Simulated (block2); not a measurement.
# SiH2F2 (SMILES F[SiH2]F): DMRG/STO-6G

Aim: the vertical electron affinity of SiH2F2 at DMRG/STO-6G, from 2 runs. Input form: a Python script.

The calculation is run with block2 0.5.4.

3 further runs of the same task are left out: 3 that didn't finish.

## (1) The system as given

SiH2F2: 5 atoms, total charge 0, spin state singlet. As SMILES, `F[SiH2]F`. The shape is that of a GFN2-xTB optimisation.

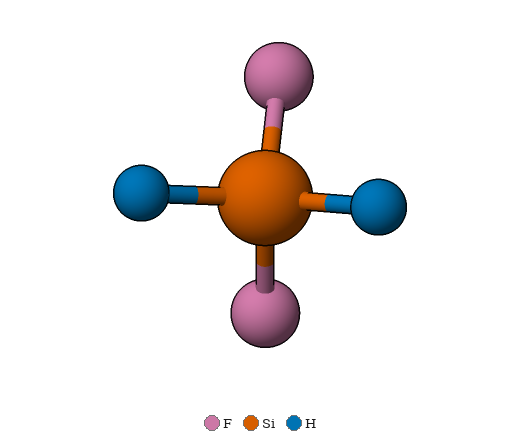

The structure, seen from a chosen angle (fluorine pink, silicon orange, hydrogen blue).

## (2) The energy at DMRG/STO-6G

The input, dmrg.py:

```python
import numpy as np
from pyscf import cc, dft, gto, mcscf, mp, scf
from pyblock2._pyscf.ao2mo import integrals as itg
from pyblock2.driver.core import DMRGDriver, SymmetryTypes

geom = [
    ("F", (-1.046560, 0.523250, 0.981220)),
    ("Si", (-0.010700, -0.001170, -0.111060)),
    ("F", (1.215730, -0.505410, 0.773130)),
    ("H", (-0.593670, -1.150140, -0.760570)),
    ("H", (0.435200, 1.133470, -0.882720)),
]
mol = gto.M(
    atom=geom,
    basis="sto-6g",
    verbose=4,
)
print("basis functions               : %d" % (mol.nao))
mf = scf.RHF(mol)
mf.conv_tol = 1e-10
mf.max_cycle = 200
mf.kernel()
if not mf.converged:
    mf = mf.newton().run(mf.mo_coeff, mf.mo_occ)
print(f"E(HF)                         : {mf.e_tot:.10f}")
ref = mf
pt = mp.MP2(ref, frozen=7).run()
mycc = cc.CCSD(ref, frozen=7)
mycc.max_cycle = 150
mycc.kernel()
print("E(MP2)                        : %.10f" % (pt.e_tot))
if mycc.converged:
    print(f"CCSD total energy             : {mycc.e_tot:.10f}")
    print("E(CCSD(T))                    : %.10f" % (mycc.e_tot + mycc.ccsd_t()))
    print(f"T1 diagnostic                 : {mycc.get_t1_diagnostic():.4f}")
ks = dft.RKS(mol, xc="blyp").set(conv_tol=1e-9, verbose=3).run()
if ks.converged:
    print(f"E(BLYP)                       : {ks.e_tot:.8f}")
ks = dft.RKS(mol, xc="m062x").set(conv_tol=1e-9, verbose=3).run()
if ks.converged:
    print("E(M06-2X)                     : %.8f" % (ks.e_tot))
ks = dft.RKS(mol, xc="lda,vwn5").set(conv_tol=1e-9, verbose=3).run()
if ks.converged:
    print(f"E(SVWN5)                      : {ks.e_tot:.8f}")
ks = dft.RKS(mol, xc="pbe").set(conv_tol=1e-9, verbose=3).run()
if ks.converged:
    print("E(PBE)                        : %.8f" % (ks.e_tot))
ks = dft.RKS(mol, xc="tpss").set(conv_tol=1e-9, verbose=3).run()
if ks.converged:
    print("E(TPSS)                       : %.8f" % (ks.e_tot))
ncas, n_elec, spin, ecore, h1e, g2e, orb_sym = itg.get_rhf_integrals(mf, ncore=7, ncas=14, pg_symm=False, g2e_symm=1)
drv = DMRGDriver(scratch="./tmp", symm_type=SymmetryTypes.SU2, stack_mem=1500 << 20, n_threads=1)
idx = drv.orbital_reordering(h1e, g2e, method="gaopt")
print("orbital order:", idx.tolist())
h1e = h1e[np.ix_(idx, idx)]
g2e = g2e[np.ix_(idx, idx, idx, idx)]
orb_sym = np.array(orb_sym)[idx]
drv.initialize_system(n_sites=ncas, n_elec=n_elec, spin=spin, orb_sym=orb_sym)
mpo = drv.get_qc_mpo(h1e=h1e, g2e=g2e, ecore=ecore, iprint=0)
occs = np.array([1.7] * 10 + [0.3] * 4)[idx]
mps = drv.get_random_mps(tag="GS", bond_dim=75, nroots=1, occs=occs)
bond_dims = [75] * 2 + [100] * 2
noises = [0.0001] * 2 + [1e-05] * 2 + [0]
thrds = [1e-07] * 4
e = drv.dmrg(mpo, mps, n_sweeps=10, tol=1e-07, bond_dims=bond_dims, noises=noises, thrds=thrds, iprint=1)
ms, dws, es = drv.get_dmrg_results()
print("discarded weight              : %.3e" % (dws[-1]))
print(f"total energy                  : {e:.10f}")
dm1 = drv.get_1pdm(mps)
print("natural occupations           :", np.round(np.linalg.eigvalsh(dm1)[::-1], 5).tolist())
c_act = mf.mo_coeff[:, 7:21][:, idx]
dm_ao = c_act @ dm1 @ c_act.T + 2 * mf.mo_coeff[:, :7] @ mf.mo_coeff[:, :7].T
print("dipole moment (debye)         :", np.round(scf.hf.dip_moment(mol, dm_ao, verbose=0), 4).tolist())
print(f"max block entropy             : {max(drv.get_bipartite_entanglement(mps)):.4f}")
csf, coef = drv.get_csf_coefficients(mps, cutoff=0.08, iprint=1)
print("c0^2                          : %.4f" % (np.max(np.abs(coef)) ** 2))
ci = mcscf.CASCI(mf, 14, (10, 10))
ci.fix_spin_(ss=0)
ci.fcisolver.conv_tol = 1e-10
ci.fcisolver.max_cycle = 200
ci.kernel()
print("E(FCI)                        : %.10f" % (ci.e_tot))
```

Command:

```sh
python dmrg.py
```

The program printed:

```text
[INPUT] verbose = 4
[INPUT] num. atoms = 5
[INPUT] num. electrons = 34
[INPUT] charge = 0
[INPUT] spin (= nelec alpha-beta = 2S) = 0
[INPUT] symmetry False subgroup None
[INPUT] Mole.unit = angstrom
[INPUT] Symbol           X                Y                Z      unit          X                Y                Z       unit  Magmom
[INPUT]  1 F     -1.046560000000   0.523250000000   0.981220000000 AA   -1.977711772925   0.988799194679   1.854237067946 Bohr   0.0
[INPUT]  2 Si    -0.010700000000  -0.001170000000  -0.111060000000 AA   -0.020220069533  -0.002210979566  -0.209872983394 Bohr   0.0
[INPUT]  3 F      1.215730000000  -0.505410000000   0.773130000000 AA    2.297396741417  -0.955086480616   1.461003958685 Bohr   0.0
[INPUT]  4 H     -0.593670000000  -1.150140000000  -0.760570000000 AA   -1.121873708371  -2.173449604907  -1.437268998560 Bohr   0.0
[INPUT]  5 H      0.435200000000   1.133470000000  -0.882720000000 AA    0.822408809411   2.141947870411  -1.668099044676 Bohr   0.0

nuclear repulsion = 119.08165749518
number of shells = 13
number of NR pGTOs = 126
number of NR cGTOs = 21
basis = sto-6g
ecp = {}
CPU time:         0.51
basis functions               : 21

[... 37 lines left out ...]
converged SCF energy = -487.015067056268
[... 23 lines left out ...]
Init t2, MP2 energy = -487.078787184646  E_corr(MP2) -0.0637201283779548
[... 10 lines left out ...]
CCSD converged
[... 2 lines left out ...]
CCSD total energy             : -487.0982380578
[... 12 lines left out ...]
converged SCF energy = -488.218488250232
[... 10 lines left out ...]
converged SCF energy = -488.220355973043
[... 10 lines left out ...]
converged SCF energy = -485.764947273129
[... 10 lines left out ...]
converged SCF energy = -487.943740539682
[... 10 lines left out ...]
converged SCF energy = -488.356023806663
[... 21 lines left out ...]
Sweep =    6 | Direction =  forward | Bond dimension =  100 | Noise =  0.00e+00 | Dav threshold =  1.00e-08
Time elapsed =     16.524 | E =    -487.1020551555 | DE = -1.20e-07 | DW = 1.93734e-06

Sweep =    7 | Direction = backward | Bond dimension =  100 | Noise =  0.00e+00 | Dav threshold =  1.00e-08
Time elapsed =     19.016 | E =    -487.1020551607 | DE = -5.23e-09 | DW = 1.93751e-06

discarded weight              : 1.938e-06
total energy                  : -487.1020551607
natural occupations           : [1.99971, 1.99969, 1.99644, 1.99641, 1.99496, 1.99444, 1.98594, 1.97255, 1.97165, 1.97081, 0.03878, 0.02817, 0.02695, 0.02351]
dipole moment (debye)         : [-0.1343, -0.0146, -1.3927]
max block entropy             : 0.2448
DTRIE T =      0.002
Number of CSF =          1 (cutoff =      0.08)
Sum of weights of included CSF =    0.940202606367246

CSF          0 00222202222022  =   -0.969640452109567
c0^2                          : 0.9402

******** <class 'pyscf.mcscf.casci.CASCI'> ********
CAS (10e+10e, 14o), ncore = 7, nvir = 0
natorb = False
canonicalization = True
sorting_mo_energy = False
max_memory 1800 MB (current use 288 MB)
******** <class 'pyscf.fci.addons.SpinPenaltyFCISolver'> ********
max. cycles = 200
conv_tol = 1e-10
davidson only = True
linear dependence = 1e-12
level shift = 0.001
max iter space = 12
max_memory 1800 MB
nroots = 1
pspace_size = 400
spin = None
Density matrix diagonal elements [1.997481   1.99734195 1.98622718 1.98745237 1.98676612 1.98168217
 1.99643121 1.98593134 1.97993374 1.9809964  0.03451996 0.02900987
 0.03220327 0.02402342]
CASCI converged
CASCI E = -487.102065445498  E(CI) = -90.1068977274114  S^2 = 0.0000000
E(FCI)                        : -487.1020654455
```

Run time: 74 s. Hardware: 1 thread of Arm Neoverse V1, shared host; peak memory 0.47 GiB.

## (3) The doublet anion: a single-point energy at DMRG/STO-6G

The input, run_dmrg.py:

```python
import numpy as np
from pyscf import cc, dft, gto, lo, mcscf, mp, scf
from pyblock2._pyscf.ao2mo import integrals as itg
from pyblock2.driver.core import DMRGDriver, SymmetryTypes

mol = gto.M(atom="""
F     -1.046560     0.523250     0.981220
Si    -0.010700    -0.001170    -0.111060
F      1.215730    -0.505410     0.773130
H     -0.593670    -1.150140    -0.760570
H      0.435200     1.133470    -0.882720
""", basis="sto-6g", charge=-1, spin=1, verbose=3, max_memory=2000)
print("basis functions                = %d" % (mol.nao))
mf = scf.ROHF(mol)
mf.conv_tol = 1e-10
mf.max_cycle = 200
mf.kernel()
if not mf.converged:
    mf = mf.newton().run(mf.mo_coeff, mf.mo_occ)
print("E(HF)                          = %.10f" % (mf.e_tot))
ref = scf.UHF(mol).run(mf.make_rdm1(), conv_tol=1e-10)
pt = mp.MP2(ref, frozen=7).run()
mycc = cc.CCSD(ref, frozen=7)
mycc.max_cycle = 150
mycc.kernel()
print(f"E(MP2)                         = {pt.e_tot:.10f}")
if mycc.converged:
    print(f"CCSD total energy              = {mycc.e_tot:.10f}")
    print("E(CCSD(T))                     = %.10f" % (mycc.e_tot + mycc.ccsd_t()))
ks = dft.UKS(mol, xc="blyp").set(conv_tol=1e-9, verbose=3).run(mf.make_rdm1())
if ks.converged:
    print(f"E(BLYP)                        = {ks.e_tot:.8f}")
ks = dft.UKS(mol, xc="m062x").set(conv_tol=1e-9, verbose=3).run(mf.make_rdm1())
if ks.converged:
    print(f"E(M06-2X)                      = {ks.e_tot:.8f}")
ks = dft.UKS(mol, xc="lda,vwn5").set(conv_tol=1e-9, verbose=3).run(mf.make_rdm1())
if ks.converged:
    print(f"E(SVWN5)                       = {ks.e_tot:.8f}")
ks = dft.UKS(mol, xc="pbe").set(conv_tol=1e-9, verbose=3).run(mf.make_rdm1())
if ks.converged:
    print("E(PBE)                         = %.8f" % (ks.e_tot))
ks = dft.UKS(mol, xc="tpss").set(conv_tol=1e-9, verbose=3).run(mf.make_rdm1())
if ks.converged:
    print(f"E(TPSS)                        = {ks.e_tot:.8f}")
mo = mf.mo_coeff.copy()
for a, b in ((7, 17), (18, 21)):
    if b - a > 1:
        mo[:, a:b] = lo.Boys(mol, mo[:, a:b]).kernel()
mf.mo_coeff = mo
ncas, n_elec, spin, ecore, h1e, g2e, orb_sym = itg.get_rhf_integrals(mf, ncore=7, ncas=14, pg_symm=False, g2e_symm=1)
driver = DMRGDriver(scratch="./tmp", symm_type=SymmetryTypes.SU2, stack_mem=1500 << 20, n_threads=1)
idx = driver.orbital_reordering(h1e, g2e, method="fiedler")
print("orbital order:", idx.tolist())
h1e = h1e[np.ix_(idx, idx)]
g2e = g2e[np.ix_(idx, idx, idx, idx)]
orb_sym = np.array(orb_sym)[idx]
driver.initialize_system(n_sites=ncas, n_elec=n_elec, spin=spin, orb_sym=orb_sym)
mpo = driver.get_qc_mpo(h1e=h1e, g2e=g2e, ecore=ecore, iprint=0)
occs = np.array([1.8] * 10 + [1.0] * 1 + [0.2] * 3)[idx]
ket = driver.get_random_mps(tag="GS", bond_dim=100, nroots=1, occs=occs)
bond_dims = [100] * 4 + [150] * 2 + [200] * 4
noises = [0.0001] * 4 + [0.0001] * 2 + [1e-05] * 4 + [0]
thrds = [1e-09] * 10
e = driver.dmrg(mpo, ket, n_sweeps=16, tol=1e-06, bond_dims=bond_dims, noises=noises, thrds=thrds, iprint=2)
ms, dws, es = driver.get_dmrg_results()
print("discarded weight               = %.3e" % (dws[-1]))
print(f"total energy                   = {e:.10f}")
dm1 = driver.get_1pdm(ket)
print("natural occupations            =", np.round(np.linalg.eigvalsh(dm1)[::-1], 5).tolist())
c_act = mf.mo_coeff[:, 7:21][:, idx]
dm_ao = c_act @ dm1 @ c_act.T + 2 * mf.mo_coeff[:, :7] @ mf.mo_coeff[:, :7].T
print("dipole / D                     =", np.round(scf.hf.dip_moment(mol, dm_ao, verbose=0), 4).tolist())
print(f"largest bipartite entropy      = {max(driver.get_bipartite_entanglement(ket)):.4f}")
csf, coef = driver.get_csf_coefficients(ket, cutoff=0.1, iprint=1)
print("leading coefficient squared    = %.4f" % (np.max(np.abs(coef)) ** 2))
ci = mcscf.CASCI(mf, 14, (11, 10))
ci.fix_spin_(ss=0.75)
ci.fcisolver.conv_tol = 1e-10
ci.fcisolver.max_cycle = 200
ci.kernel()
print("E(FCI)                         = %.10f" % (ci.e_tot))
```

Command:

```sh
python run_dmrg.py
```

The program printed:

```text
basis functions                = 21
[... 14 lines left out ...]
SCF not converged.
[... 48 lines left out ...]
 <-- Site =    9-  10 .. Mmps =   79 Ndav =  10 E =   -486.6295173703 Error = 0.00e+00 FLOPS = 3.03e+09 Tdav = 0.04 T = 0.10
[... 29 lines left out ...]
 --> Site =   11-  12 .. Mmps =  100 Ndav =   2 E =   -486.6340726353 Error = 1.84e-19 FLOPS = 1.36e+09 Tdav = 0.00 T = 0.03
[... 38 lines left out ...]
 --> Site =    6-   7 .. Mmps =  150 Ndav =   6 E =   -486.6341098379 Error = 7.90e-07 FLOPS = 4.00e+09 Tdav = 0.51 T = 1.19
[... 38 lines left out ...]
 --> Site =    1-   2 .. Mmps =   15 Ndav =   1 E =   -486.6341123218 Error = 0.00e+00 FLOPS = 1.57e+09 Tdav = 0.00 T = 0.06
[... 29 lines left out ...]
 <-- Site =    3-   4 .. Mmps =  200 Ndav =   3 E =   -486.6341175933 Error = 8.73e-10 FLOPS = 3.58e+09 Tdav = 0.08 T = 0.35
[... 38 lines left out ...]
 <-- Site =    8-   9 .. Mmps =  200 Ndav =   2 E =   -486.6341176287 Error = 3.63e-10 FLOPS = 3.94e+09 Tdav = 0.16 T = 0.46
[... 24 lines left out ...]
 --> Site =    7-   8 .. Mmps =  200 Ndav =   2 E =   -486.6341177847 Error = 6.83e-09 FLOPS = 4.21e+09 Tdav = 0.48 T = 1.80
 --> Site =    8-   9 .. Mmps =  200 Ndav =   1 E =   -486.6341177536 Error = 7.66e-17 FLOPS = 3.95e+09 Tdav = 0.08 T = 0.45
 --> Site =    9-  10 .. Mmps =  182 Ndav =   1 E =   -486.6341177536 Error = 6.57e-20 FLOPS = 3.55e+09 Tdav = 0.02 T = 0.26
 --> Site =   10-  11 .. Mmps =   98 Ndav =   1 E =   -486.6341177536 Error = 2.72e-20 FLOPS = 2.47e+09 Tdav = 0.00 T = 0.14
 --> Site =   11-  12 .. Mmps =   48 Ndav =   1 E =   -486.6341177536 Error = 3.68e-20 FLOPS = 1.19e+09 Tdav = 0.00 T = 0.04
 --> Site =   12-  13 .. Mmps =   19 Ndav =   1 E =   -486.6341177536 Error = 1.06e-20 FLOPS = 2.42e+08 Tdav = 0.00 T = 0.01
[... 8 lines left out ...]
discarded weight               = 1.000e-07
total energy                   = -486.6341180926
natural occupations            = [1.99981, 1.9998, 1.99726, 1.99717, 1.99658, 1.99577, 1.99199, 1.97838, 1.97808, 1.97447, 0.99423, 0.03617, 0.03061, 0.02968]
dipole / D                     = [0.0983, 0.0081, 0.9684]
largest bipartite entropy      = 0.2759
mps center changed (temporarily)
DTRIE T =      0.002
Number of CSF =          1 (cutoff =       0.1)
Sum of weights of included CSF =    0.935347676910715

CSF          0 22220-22002222  =   -0.967133743031808
leading coefficient squared    = 0.9353
CASCI E = -486.634118554840  E(CI) = -89.6414026897399  S^2 = 0.7500000
E(FCI)                         = -486.6341185548
```

Wall time 1.7 min (1 thread of Arm Neoverse V1, shared host); peak memory 0.49 GiB.

## (4) Outcome

At DMRG/STO-6G, 7 core orbitals frozen:

| quantity | value |
| --- | --- |
| run 1, DMRG/STO-6G: total energy | -487.10206 Eh |
| run 1, DMRG/STO-6G: dipole moment (of the density that the program reports) | 1.40 D |
| run 1, DMRG/STO-6G: T1 diagnostic of the CCSD step | 0.010 |
| doublet anion: total energy | -486.63412 Eh |
| vertical electron affinity (to the doublet anion) | -12.733 eV |

In words: The anion lies 12.73 eV (1229 kJ/mol) above the neutral: the electron isn't bound at this level, and such a value depends on the basis. Without diffuse functions anions come out too high. In a minimal basis such a difference can be off by several eV, whatever the method.
